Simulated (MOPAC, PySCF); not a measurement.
Breaking a bond: SMILES C=O, singlet. The C1–H4 bond (C1 also carries H, O; H4 carries nothing else) is stretched with both fragments frozen at the PBE0/def2-TZVP optimised geometry.

```
4

C      0.0000     0.0000     0.0000
O      0.0010    -1.0136    -0.6337
H      0.0000     0.9969    -0.4853
H      0.0000     0.0000     1.1087
```

- UHF/6-31G* = PySCF with unrestricted Hartree-Fock/6-31G*, spherical d
- PM3, restricted, heats of formation (MOPAC)
- RHF/6-31G* = restricted Hartree-Fock/6-31G*, spherical d run with PySCF 2.14.0
- RCCSD = CCSD on RHF/cc-pVDZ, 2 core orbitals frozen in PySCF

Energies are in kJ/mol, each relative to the lowest point of its own curve near equilibrium.

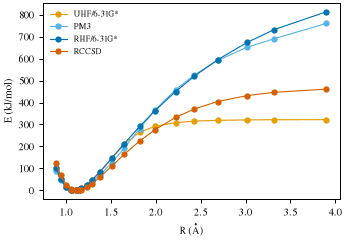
*Energy against bond length for each method.*

```csv
R / Å,UHF/6-31G*,PM3,RHF/6-31G*,RCCSD
0.89,103.2,89.2,103.2,125.1
0.94,51.7,45.7,51.7,68.4
1.00,16.0,14.5,16.0,26.5
1.05,2.3,2.3,2.3,8.0
1.07,0.1,0.2,0.1,3.8
1.11,0.0,0.0,0.0,0.0
1.14,3.2,2.7,3.2,0.5
1.17,8.8,7.4,8.8,3.3
1.23,25.2,21.2,25.2,14.3
1.29,46.9,39.3,46.9,30.7
1.38,85.4,71.4,85.4,61.3
1.51,146.6,125.3,146.6,111.0
1.65,212.6,192.7,213.4,164.7
1.82,264.7,281.7,290.9,224.6
1.99,291.4,365.4,362.6,276.1
2.22,308.4,458.1,449.8,332.0
2.43,315.3,525.7,519.9,370.5
2.69,319.1,591.7,595.0,404.6
3.02,320.9,652.1,673.9,431.8
3.32,321.6,690.4,732.1,446.5
3.90,322.2,760.1,813.0,460.8
```

At the longest distance, 3.90 Å, RHF/6-31G* lies highest above its minimum (813.0 kJ/mol) and UHF/6-31G* lowest (322.2 kJ/mol).

The unrestricted determinant behind UHF/6-31G* is spin-contaminated at 1.65 to 3.90 Å (<S²> up to 1.0, against 0.00 for a pure singlet). The restricted form behind PM3, RHF/6-31G* keeps the bonding electrons paired and can't separate into open-shell fragments. The T1 diagnostic of CCSD on the restricted reference of RCCSD exceeds 0.045 at 3.02 to 3.90 Å.
